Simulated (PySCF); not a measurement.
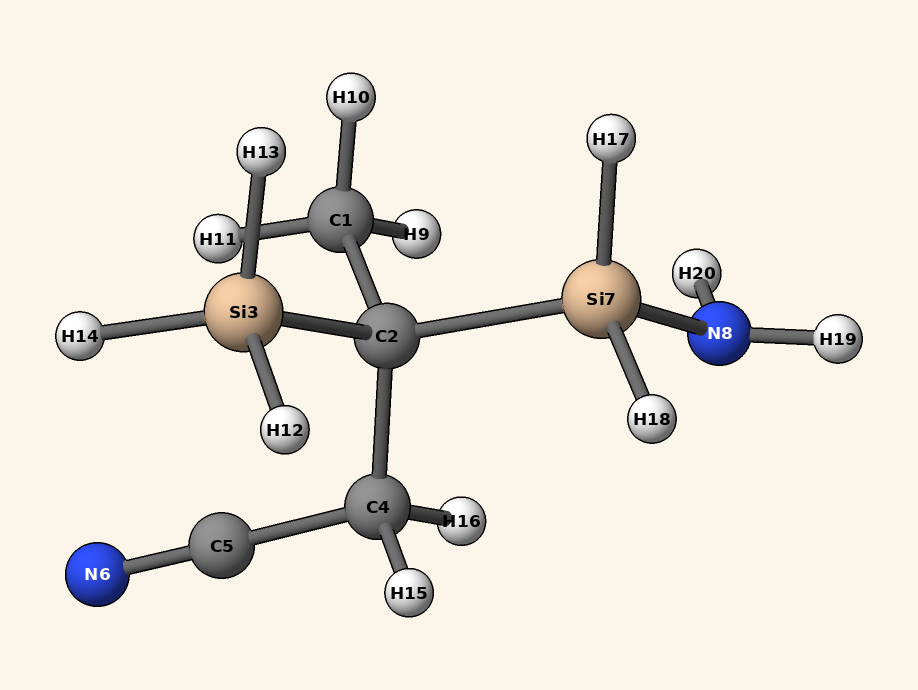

The questions are on isotropic NMR shieldings of the Si atoms. Computed geometry: GFN2-xTB optimisation. No frequency run is at hand to confirm it as a minimum. Properties computed with GIAO PBE0/pcSseg-1 NMR shielding, non-relativistic, gas phase (PySCF 2.14.0).

List the isotropic NMR shieldings of the Si atoms.

```tsv
atom	σ (ppm)
Si3	412.0
Si7	374.0
```

The geometry is semi-empirical. Around Si such bond lengths and angles can be off by a tenth of an ångström or more and by several degrees, and values that hang on the shape move with them.
